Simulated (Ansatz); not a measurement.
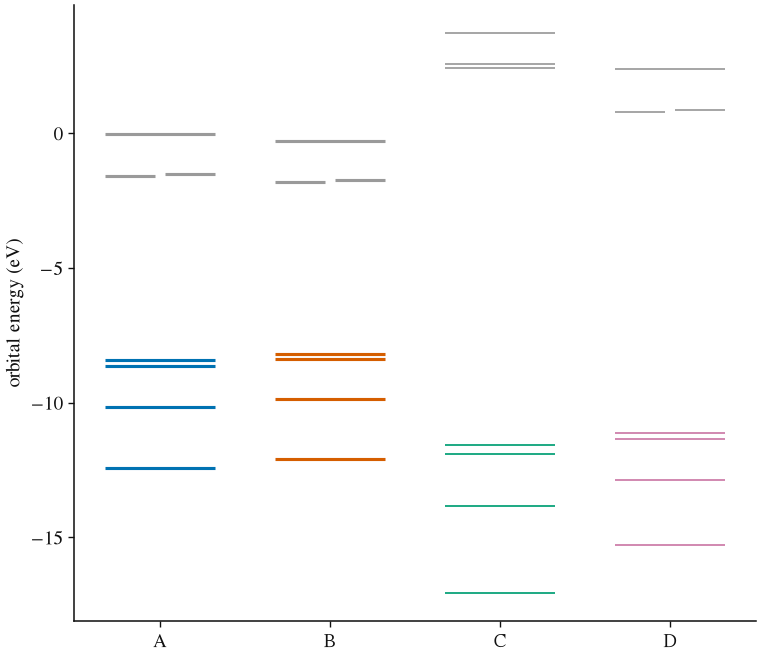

Frontier orbital energies of S₂F₂, SMILES FSSF at one geometry, def2-TZVPP, the Ansatz code, at a PBE0-D4/def2-TZVP geometry (a minimum by its frequencies). Empty levels are grey, levels within 0.1 eV stand side by side; all columns show the same few orbitals around the gap.

**The columns come from B3LYP, HF, LC-wPBE and PBE0. Which is which?**

A: PBE0 (HOMO −8.43, LUMO −1.59, separation 6.84 eV)
B: B3LYP (HOMO −8.19, LUMO −1.83, separation 6.36 eV)
C: HF (HOMO −11.57, LUMO 2.43, separation 14.00 eV)
D: LC-wPBE (HOMO −11.13, LUMO 0.79, separation 11.92 eV)

Limits of at least one run: empty levels above zero depend strongly on the basis; one conformer of a flexible molecule.
